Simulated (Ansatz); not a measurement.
# Fields on a plane of PbTe (rock salt)

```
PbTe
1.0
    0.00000     3.26735     3.26735
    3.26735     0.00000     3.26735
    3.26735     3.26735     0.00000
Te Pb
1 1
Cartesian
  0.00000   0.00000   0.00000
  3.26735   3.26735   3.26735
```

The slice is a {100} plane (indices of the conventional cell) through the point (0.000, 0.000, 0.000) (fractional), spanned by u = [100] and v = [0 1 -1] in vectors of this cell: u (4.62 Å) and v (4.62 Å, at 90° to u). It covers one period; positions are fractions (u, v).

Atoms on it: Te at (0.00, 0.00); Pb at (0.50, 0.50).

Calculation: r2SCAN (plane waves to 500 eV, PAW, scalar-relativistic; Ansatz, an electronic-structure program). k mesh 9×9×9. Near the nuclei the fields are pseudised (PAW); where an atom keeps semicore shells as valence, they peak there. PbTe was relaxed with its symmetry unable to fall. Spin-orbit coupling is left out, though Pb and Te are heavy.

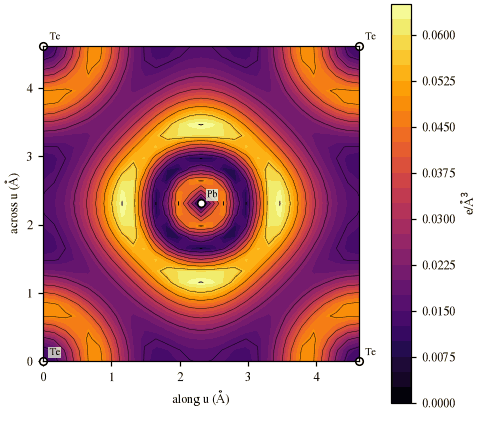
Figure: Density of the lowest conduction band (whole band as if filled, smooth part) in e/Å³, one period of the plane, atoms marked. 

```
|xxxxxx00478999999987400xxxxx|
|xxxxxx00578999999987500xxxxx|
|xxxxxx02578888888887520xxxxx|
|xxxxx0046788777778876400xxxx|
|xxxx003567766555667765300xxx|
|x000035666543222345666530000|
|0002456654310000013456654200|
|44566665420000x0000245666654|
|77777764200xxxxxxx0024677777|
|8888875300xxxxxxxxx003578888|
|999886410xxxxxxxxxxx01468899|
|999876300xxxxxxxxxxx00367899|
|999875200xxxxxxxxxxx00257899|
|99987520xxxxxxxxxxxxx0257899|
|999875200xxxxxxxxxxx00257899|
|999876300xxxxxxxxxxx00367899|
|999886410xxxxxxxxxxx01468899|
|8888875300xxxxxxxxx003578888|
|77777764200xxxxxxx0024677777|
|44566665420000x0000245666654|
|0002456654310000013456654200|
|x000035666543222345666530000|
|xxxx003567766555667765300xxx|
|xxxxx0046788777778876400xxxx|
|xxxxxx02578888888887520xxxxx|
|xxxxxx00578999999987500xxxxx|
|xxxxxx00478999999987400xxxxx|
|xxxxxxx047899999998740xxxxxx|
```
Scale: ten equal steps from -3.00 (start of '0') to 5.54 (end of '9'), in the order '0123456789'. Values: electrostatic potential energy of an electron, from the cell's mean, in eV. The map has 28 points along u (one character each, u = 0 at the left) and 28 along v (v = 0 in the bottom row). Points within 1 Å of a nucleus are blanked (x), as the pseudised field means little there. Values under -3 eV are set to -3. The zero, the cell's mean, hangs on the PAW cores.

The density on the Te–Pb line (3.27 Å) at its density minimum, 1.7 Å from Te is 0.19 e/Å³ and the ELF at that point is 0.3. ELF maximum in the middle third of the Te–Pb line: 0.67, 1.3 Å from Te.
